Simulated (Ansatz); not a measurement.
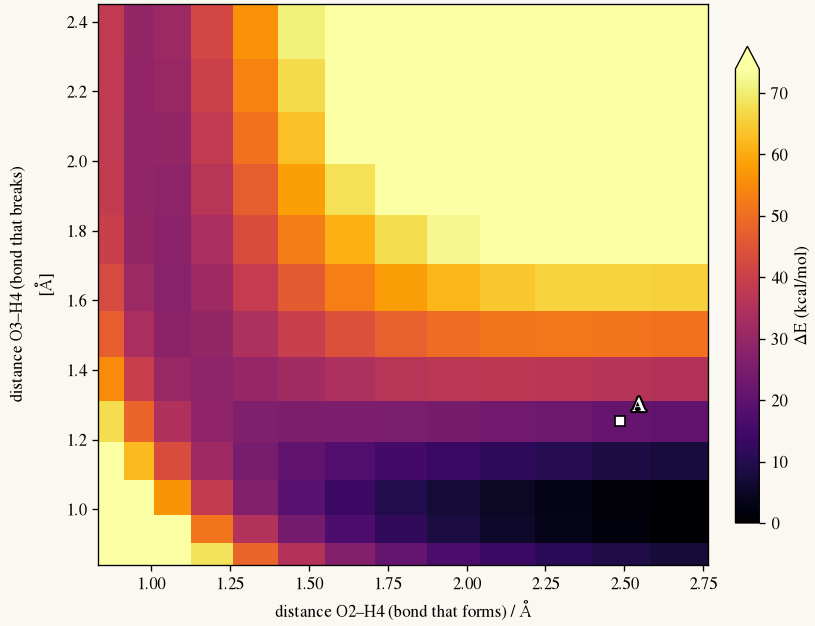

The reacting system ClH₂InO₂ (fragments ClH₂InO₂ where the first distance is long, ClInO + H₂O where the second is long). First axis: distance O2–H4 (bond that forms). Second axis: distance O3–H4 (bond that breaks). Relaxed at each point: all other coordinates. Grid: 13 × 13 points. Points are written as (first, second). Energies: kcal/mol, counted from the lowest grid point. Energies and slopes of some neighbouring points disagree (a jump in structure or state, or too coarse a mesh). The reference is spin-restricted, so regions where a bond is pulled apart into radicals lie too high. Method: Ansatz 0.2.0, RKS PBE-D4/def2-SVP.

Drawn: one coloured cell a grid point, one colour for all values above the top of the scale, the point A.

Q: Which way does the force act at A, and how strong is it?

A: A, at (2.487 Å, 1.253 Å), is not a stationary point. The computed force is 5.2 kcal/mol for each Å towards larger values of the first coordinate and 117 kcal/mol for each Å towards smaller values of the second coordinate.
